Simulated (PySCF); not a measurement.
Run report: C₄H₈OSi₂, NMR shielding calculation

C₄H₈OSi₂, computed with GIAO PBE0/def2-SVP NMR shielding, non-relativistic, gas phase (PySCF 2.14.0).

The geometry comes from this level: GFN2-xTB. Figures and captions count atoms from 1; the log counts them from 0 in places.

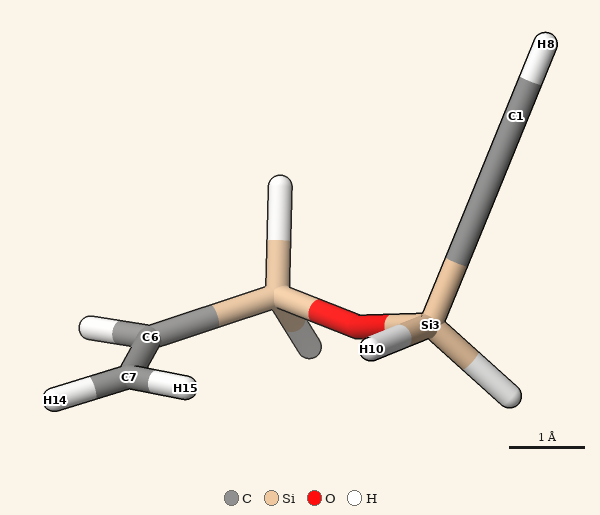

**Figure 1.** The input geometry (stick view, seen at a tilt; atoms are numbered from 1 in the order of the input). Bond lengths as drawn: C–C 1.20 to 1.32 Å, C–H 1.05 to 1.08 Å, C–Si 1.85 to 1.88 Å, H–Si 1.46 to 1.47 Å and O–Si 1.62 Å.

Summary

- outcome: converged
- total energy: −810.553088 hartree
- HOMO: −7.90 eV
- LUMO: −0.28 eV
- dipole moment: 0.70 D
- isotropic shielding, C: 62.6 to 114.5 ppm
- isotropic shielding, Si: 447.2 to 469.0 ppm
- isotropic shielding, O: 322.9 ppm
- isotropic shielding, H: 25.4 to 30.0 ppm
- hardware: 1 CPU thread, shared host
- wall time: 47 s
- peak memory: 0.74 GiB

Remarks

Settings chosen away from the usual ones: PBE0/def2-SVP.

Input file
```
{"job": {"kind": "nmr", "xc": "PBE0", "basis": "def2-SVP", "pop": true}, "charge": 0, "multiplicity": 1}
C      3.723537     0.192789     0.925519
C      2.626473    -0.277650     1.067495
Si     0.933648    -1.000697     1.280441
O      0.107019    -0.835648    -0.102983
Si    -0.470782    -0.234635    -1.492003
C     -2.053106     0.725270    -1.147070
C     -2.536161     0.996696     0.055365
H      4.684468     0.603908     0.800847
H      1.017627    -2.442695     1.507867
H      0.224079    -0.256109     2.323701
H     -0.732193    -1.411778    -2.322161
H      0.549223     0.647255    -2.064578
H     -2.599795     1.082202    -2.012382
H     -3.447402     1.556071     0.210148
H     -2.031050     0.663013     0.947880
```

The first line tells a small driver script what to run in PySCF; the rest is the geometry in Å.

Launch command:
```bash
OMP_NUM_THREADS=1 python <driver script> task.json out
```

What the program printed
```
coarse grid: 13640 points
cycle   1  E = -810.3129123566  dE =  6.806e-01  |g| = 7.832e-01  |ddm| = 4.015e+00
cycle   2  E = -810.1498665047  dE =  1.630e-01  |g| = 1.198e+00  |ddm| = 1.763e+00
cycle   3  E = -810.4350646878  dE = -2.852e-01  |g| = 1.410e-01  |ddm| = 1.180e+00
cycle   4  E = -810.4393487347  dE = -4.284e-03  |g| = 5.075e-02  |ddm| = 1.712e-01
cycle   5  E = -810.4397134085  dE = -3.647e-04  |g| = 3.734e-02  |ddm| = 6.371e-02
cycle   6  E = -810.4400713096  dE = -3.579e-04  |g| = 3.069e-03  |ddm| = 2.937e-02
cycle   7  E = -810.4400735443  dE = -2.235e-06  |g| = 1.288e-03  |ddm| = 4.319e-03
final grid: 122872 points
cycle   8  E = -810.5530715058  dE = -1.429e-05  |g| = 8.341e-03  |ddm| = 2.164e-02
cycle   9  E = -810.5530557991  dE =  1.571e-05  |g| = 1.214e-02  |ddm| = 1.732e-02
cycle  10  E = -810.5530874530  dE = -3.165e-05  |g| = 1.305e-03  |ddm| = 1.029e-02
cycle  11  E = -810.5530878674  dE = -4.144e-07  |g| = 1.824e-04  |ddm| = 1.238e-03
cycle  12  E = -810.5530878713  dE = -3.839e-09  |g| = 1.520e-04  |ddm| = 2.858e-04
cycle  13  E = -810.5530878770  dE = -5.755e-09  |g| = 2.736e-05  |ddm| = 1.262e-04
cycle  14  E = -810.5530878772  dE = -1.546e-10  |g| = 1.452e-05  |ddm| = 3.695e-05
```

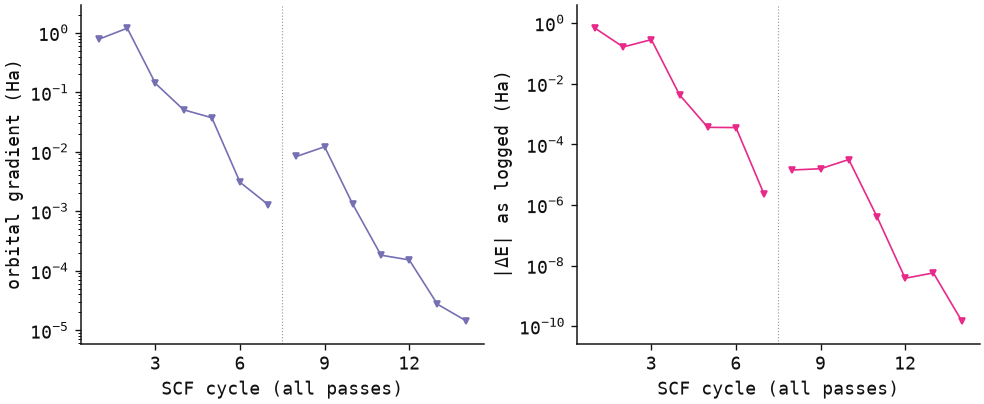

**Figure 2.** Convergence of the self-consistent field: orbital gradient and size of the energy change against the SCF cycle. The dotted line marks the change from a coarse to the final integration grid. The first 7 cycles use a coarse grid, the final grid takes over at cycle 8, and the field converges after 14 cycles in all.

```
converged SCF energy = -810.5530878772

GIAO shielding tensors (ppm)
atom      isotropic    diamagn.    paramagn.     s11        s22        s33       span
  0 C      101.778     258.668    -156.890     26.794     30.025    248.515    221.721
  1 C      114.508     265.698    -151.191     24.553     31.125    287.844    263.291
  2 Si     469.007     882.361    -413.354    433.390    455.378    518.253     84.862
  3 O      322.932     394.604     -71.672    263.157    332.723    372.915    109.758
  4 Si     447.229     883.701    -436.472    406.210    439.045    496.431     90.222
  5 C       63.002     257.517    -194.516    -41.561     51.576    178.990    220.551
  6 C       62.639     253.830    -191.191    -55.415     58.661    184.671    240.086
  7 H       29.988      33.790      -3.802     25.177     25.268     39.519     14.342
  8 H       26.531      28.372      -1.842     23.036     24.940     31.617      8.581
  9 H       26.427      30.589      -4.162     22.492     25.736     31.054      8.562
 10 H       26.484      30.011      -3.526     22.703     25.040     31.709      9.006
 11 H       26.332      31.872      -5.539     22.613     25.684     30.700      8.088
 12 H       25.733      28.616      -2.883     24.113     25.745     27.342      3.229
 13 H       25.375      28.257      -2.882     22.635     25.172     28.318      5.683
 14 H       25.655      35.609      -9.954     22.915     24.468     29.581      6.666
```

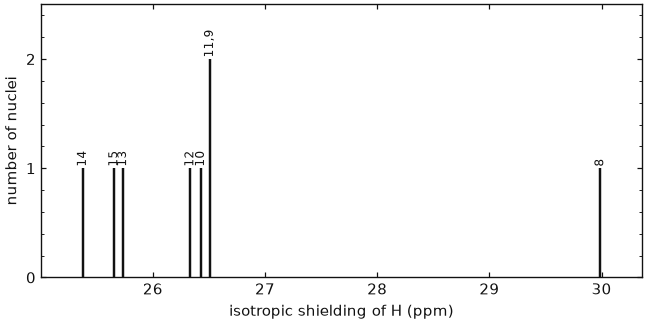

**Figure 3.** Isotropic shieldings of the hydrogen nuclei in this fixed geometry, labelled by atom number; shielding grows to the right, so chemical shift grows to the left. The least shielded is H14 (25.4 ppm), the most shielded H8 (30.0 ppm).
